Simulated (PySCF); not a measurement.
Molecule: H₅GaO, singlet. Atoms near the plane z = 0.0 Å, at the CAM-B3LYP/def2-SVP optimised geometry (x, y, z in Å): Ga1 (-0.2, -1.3, 0.0), H4 (1.4, -1.3, 0.0), O5 (-0.4, 0.9, 0.0), H6 (-1.4, 1.1, 0.0), H7 (-0.1, 1.3, -0.8).

Computed with CAM-B3LYP/def2-TZVP run with PySCF. Cells within 0.4 Å of a nucleus heavier than hydrogen are left out (blank, or x). The values are rescaled to run from 0 to 1.

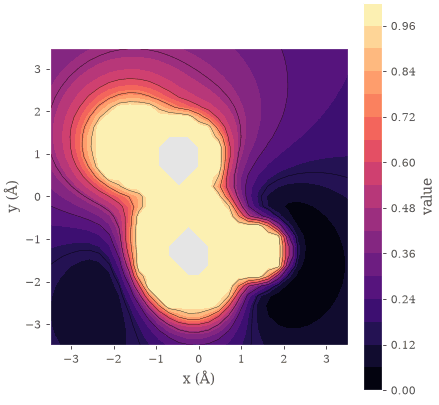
*a field on the plane z = 0.0 Å.*

Problem. Which quantity is mapped?
(A) electrostatic potential
(B) an orbital amplitude
(C) deformation density (molecule minus spherical neutral atoms)
(D) electron localisation function

Solution. A, electrostatic potential. In full: electrostatic potential (hartree/e), clipped to [-0.08, 0.12].
